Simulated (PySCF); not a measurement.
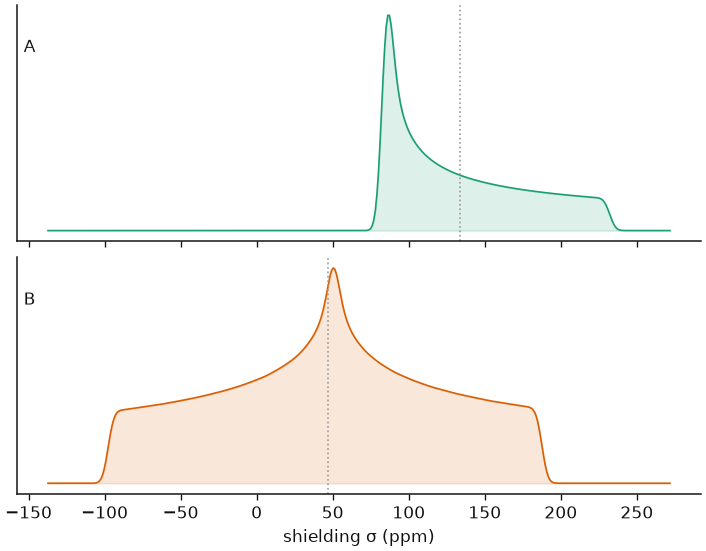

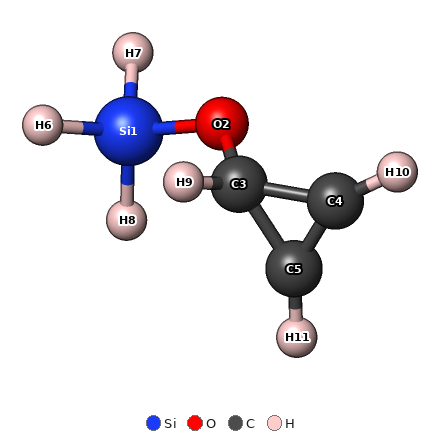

Static powder patterns (¹³C) from GIAO shielding tensors of C₃H₆OSi, SMILES [SiH3]OC1C=C1, CAM-B3LYP/pcSseg-2 in PySCF 2.14.0, at a PBE0-D3(BJ)/def2-SVP geometry (no frequency check); absolute shielding, one fixed geometry of the isolated molecule without any motion, no dipolar terms. The dotted line is the isotropic value; skew is 3(σiso − σ22)/span.

The panels belong to C3 and C5. Which is which?

panel A: C3, σ11, σ22, σ33 = 82, 86, 232 ppm, isotropic 133, span 150 ppm, skew 0.95; panel B: C5, σ11, σ22, σ33 = −98, 51, 188 ppm, isotropic 47, span 285 ppm, skew −0.04.

Note: one conformer of a flexible molecule.
